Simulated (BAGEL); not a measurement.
# C2H5AlBN (SMILES B[C]1=C[NH][AlH]1): a chain of runs

Aim: a single-point energy (HF/cc-pVDZ), then a single-point energy (NEVPT2(2,2)/cc-pVDZ) of C2H5AlBN. 

The calculation is run with BAGEL 1.2.2.

1 further run of the same task is left out (set aside as unsound or not needed).

## 1. The system as given

The species is C2H5AlBN (10 atoms), meant as a singlet with charge 0. SMILES: `B[C]1=C[NH][AlH]1`. One bond was lengthened or shortened from a relaxed shape.

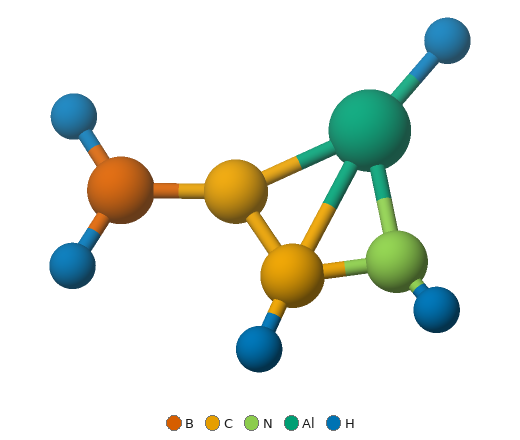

Viewed from a chosen angle; boron orange, carbon amber, nitrogen green, aluminium teal, hydrogen blue.

## 2. A single-point energy at HF/cc-pVDZ (density fitting with svp-jkfit) (run 1)

input.json reads:

```json
{ "bagel": [

{
  "title": "molecule",
  "basis": "cc-pvdz.json",
  "df_basis": "svp-jkfit",
  "angstrom": "true",
  "geometry": [
    { "atom": "B", "xyz": [      -1.257335,       0.500808,      -1.288653 ] },
    { "atom": "C", "xyz": [      -0.148135,       0.166908,      -0.348753 ] },
    { "atom": "C", "xyz": [      -0.319335,      -0.547192,       0.832347 ] },
    { "atom": "N", "xyz": [       0.816565,      -0.749392,       1.552847 ] },
    { "atom": "Al", "xyz": [       1.684165,       0.189008,       0.210547 ] },
    { "atom": "H", "xyz": [      -2.380035,       0.141108,      -1.031653 ] },
    { "atom": "H", "xyz": [      -1.080535,       1.119508,      -2.302553 ] },
    { "atom": "H", "xyz": [      -1.277335,      -0.935092,       1.191747 ] },
    { "atom": "H", "xyz": [       0.792000,      -1.179400,       2.289700 ] },
    { "atom": "H", "xyz": [       3.214065,       0.559608,       0.067847 ] }
  ]
},

{
  "title": "hf"
},

{
  "title": "print",
  "file": "orbitals.molden",
  "orbitals": "true"
}

]}
```

The basis set cc-pVDZ is read from a file made from the Basis Set Exchange's data (not shown).

Started as:

```bash
$ BAGEL_NUM_THREADS=1 BAGEL input.json > input.out
```

Output:

```text
* using 1 threads per process

  ===============================================================
  ===============================================================

  *** Geometry ***

  { "atom" : "B", "xyz" : [     -2.376019,      0.946390,     -2.435201 ] },
  { "atom" : "C", "xyz" : [     -0.279935,      0.315410,     -0.659048 ] },
  { "atom" : "C", "xyz" : [     -0.603456,     -1.034043,      1.572908 ] },
  { "atom" : "N", "xyz" : [      1.543084,     -1.416146,      2.934456 ] },
  { "atom" : "Al", "xyz" : [      3.182611,      0.357173,      0.397876 ] },
  { "atom" : "H", "xyz" : [     -4.497614,      0.266655,     -1.949542 ] },
  { "atom" : "H", "xyz" : [     -2.041915,      2.115564,     -4.351195 ] },
  { "atom" : "H", "xyz" : [     -2.413813,     -1.767068,      2.252075 ] },
  { "atom" : "H", "xyz" : [      1.496663,     -2.228743,      4.326906 ] },
  { "atom" : "H", "xyz" : [      6.073703,      1.057506,      0.128212 ] },

  Number of auxiliary basis functions:      520

  Since a DF basis is specified, we compute 2- and 3-index integrals:
    o Being stored without compression. Storage requirement is 0.041 GB

  Number of basis functions:       99
  Number of electrons      :       42

    * METHOD: MOLECULE                             0.29

  *** RHF ***

  === Nuclear Repulsion ===
   180.6949546243

      * DIIS with orbital gradients will be used.

  === RHF iteration (cc-pvdz.json) ===
      0       -399.39737282          0.01517056           0.10
      1       -399.59054506          0.00853174           0.09
      2       -399.64341058          0.00146829           0.10
      3       -399.64581836          0.00054596           0.09
      4       -399.64604726          0.00013717           0.14
      5       -399.64606666          0.00004971           0.09
      6       -399.64606977          0.00002059           0.09
      7       -399.64607059          0.00000390           0.09
      8       -399.64607061          0.00000173           0.09
      9       -399.64607062          0.00000062           0.09
     10       -399.64607062          0.00000021           0.09
     11       -399.64607062          0.00000008           0.09
     12       -399.64607062          0.00000003           0.09
     13       -399.64607062          0.00000001           0.09
     14       -399.64607062          0.00000000           0.09
    * SCF iteration converged.

    * Permanent dipole moment:
           (   -0.800363,     0.473644,    -1.081327) a.u.

    * METHOD: HF                                   1.69

    * METHOD: PRINT                                0.02

  ===============================================================
```

It took 2.3 s on 1 thread of Arm Neoverse V2, shared host; peak memory 0.15 GiB.

## 3. A single-point energy at NEVPT2(2,2)/cc-pVDZ (density fitting with svp-jkfit) (run 2)

calc.json reads:

```json
{ "bagel": [

{
  "title": "molecule",
  "basis": "cc-pvdz.json",
  "df_basis": "svp-jkfit",
  "angstrom": true,
  "geometry": [
    { "atom": "B", "xyz": [   -1.257335,    0.500808,   -1.288653 ] },
    { "atom": "C", "xyz": [   -0.148135,    0.166908,   -0.348753 ] },
    { "atom": "C", "xyz": [   -0.319335,   -0.547192,    0.832347 ] },
    { "atom": "N", "xyz": [    0.816565,   -0.749392,    1.552847 ] },
    { "atom": "Al", "xyz": [    1.684165,    0.189008,    0.210547 ] },
    { "atom": "H", "xyz": [   -2.380035,    0.141108,   -1.031653 ] },
    { "atom": "H", "xyz": [   -1.080535,    1.119508,   -2.302553 ] },
    { "atom": "H", "xyz": [   -1.277335,   -0.935092,    1.191747 ] },
    { "atom": "H", "xyz": [    0.792000,   -1.179400,    2.289700 ] },
    { "atom": "H", "xyz": [    3.214065,    0.559608,    0.067847 ] }
  ]
},
{ "title": "hf" },
{ "title": "nevpt2", "nstate": 1, "nact": 2, "nclosed": 20, "active": [10, 29], "maxiter": 200, "natocc": true, "ncore": 9 },
{ "title": "print", "file": "orbitals.molden", "orbitals": true }

]}
```

The basis set cc-pVDZ is read from a file made from the Basis Set Exchange's data (not shown).

Started as:

```bash
$ BAGEL_NUM_THREADS=1 BAGEL calc.json > calc.out
```

Output:

```text
* using 1 threads per process

  ===============================================================
  ===============================================================

  *** Geometry ***

  { "atom" : "B", "xyz" : [     -2.376019,      0.946390,     -2.435201 ] },
  { "atom" : "C", "xyz" : [     -0.279935,      0.315410,     -0.659048 ] },
  { "atom" : "C", "xyz" : [     -0.603456,     -1.034043,      1.572908 ] },
  { "atom" : "N", "xyz" : [      1.543084,     -1.416146,      2.934456 ] },
  { "atom" : "Al", "xyz" : [      3.182611,      0.357173,      0.397876 ] },
  { "atom" : "H", "xyz" : [     -4.497614,      0.266655,     -1.949542 ] },
  { "atom" : "H", "xyz" : [     -2.041915,      2.115564,     -4.351195 ] },
  { "atom" : "H", "xyz" : [     -2.413813,     -1.767068,      2.252075 ] },
  { "atom" : "H", "xyz" : [      1.496663,     -2.228743,      4.326906 ] },
  { "atom" : "H", "xyz" : [      6.073703,      1.057506,      0.128212 ] },

  Number of auxiliary basis functions:      520

  Since a DF basis is specified, we compute 2- and 3-index integrals:
    o Being stored without compression. Storage requirement is 0.041 GB

  Number of basis functions:       99
  Number of electrons      :       42

    * METHOD: MOLECULE                             0.29

  *** RHF ***

  === Nuclear Repulsion ===
   180.6949546243

      * DIIS with orbital gradients will be used.

  === RHF iteration (cc-pvdz.json) ===
      0       -399.39737282          0.01517056           0.10
      1       -399.59054506          0.00853174           0.10
      2       -399.64341058          0.00146829           0.10
      3       -399.64581836          0.00054596           0.10
      4       -399.64604726          0.00013717           0.11
      5       -399.64606666          0.00004971           0.10
      6       -399.64606977          0.00002059           0.10
      7       -399.64607059          0.00000390           0.10
      8       -399.64607061          0.00000173           0.10
      9       -399.64607062          0.00000062           0.10
     10       -399.64607062          0.00000021           0.10
     11       -399.64607062          0.00000008           0.10
     12       -399.64607062          0.00000003           0.10
     13       -399.64607062          0.00000001           0.10
     14       -399.64607062          0.00000000           0.10
    * SCF iteration converged.

    * Permanent dipole moment:
           (   -0.800363,     0.473644,    -1.081327) a.u.

    * METHOD: HF                                   1.73

    * freezing 9 orbitals
  ---------------------------
      CASSCF calculation
  ---------------------------

    ==== Active orbitals : =====
         Orbital 10
         Orbital 29
    ============================

    * nstate   :      1
    * nclosed  :     20
    * nact     :      2
    * nvirt    :     77
  === CASSCF iteration (cc-pvdz.json) ===

    * Using the second-order algorithm

      0  0      -399.64610298     1.16e-05      0.03

      1  0      -399.64683352     1.47e-04      0.31

      2  0      -399.65466284     4.10e-04      0.50

      3  0      -399.65581963     7.70e-05      0.61

      4  0      -399.65587451     1.81e-05      0.72

      5  0      -399.65587607     6.48e-06      0.63

      6  0      -399.65587610     2.31e-06      0.74

      7  0      -399.65587610     7.76e-07      0.65

      8  0      -399.65587610     2.52e-07      0.66

      9  0      -399.65587610     8.03e-08      0.63

     10  0      -399.65587610     2.55e-08      0.68

     11  0      -399.65587610     8.06e-09      0.54

    * Second-order optimization converged. *

     guess   0:   closed 1.                   open ..

  === FCI iteration ===

      0  0      -399.64602902     7.87e-02      0.00
      1  0      -399.65587040     1.41e-03      0.00
      2  0 *    -399.65587610     1.56e-15      0.00

     * ci vector, state   0, <S^2> = 0.0000
       2.     0.9980493484
       .2    -0.0624299467

  === DF-NEVPT2 calculation ===

    * 3-index integral transformation done
    * assembly done

      NEVPT2 correlation energy:   -0.5466016663      0.25

          (+0)     -0.4582835623
          (+0)'    -0.0315921309
          (+1)     -0.0088542478
          (+1)'    -0.0000000000
          (+2)     -0.0006075376
          (-1)     -0.0415644415
          (-1)'     0.0000000000
          (-2)     -0.0056997463

      NEVPT2 total energy:       -400.2024777712

    * METHOD: NEVPT2                               7.35

    * METHOD: PRINT                                0.02

  ===============================================================
```

Wall time 9.9 s (1 thread of Arm Neoverse V2, shared host); peak memory 0.15 GiB.

## 4. Results

```
                                quantity          value
         run 1, HF/cc-pVDZ: total energy  -399.64607 Eh
        run 1, HF/cc-pVDZ: dipole moment         3.63 D
          run 1, HF/cc-pVDZ: HOMO energy       -8.36 eV
          run 1, HF/cc-pVDZ: LUMO energy        1.52 eV
        run 1, HF/cc-pVDZ: HOMO–LUMO gap        9.88 eV
run 2, NEVPT2(2,2)/cc-pVDZ: total energy  -400.20248 Eh
```
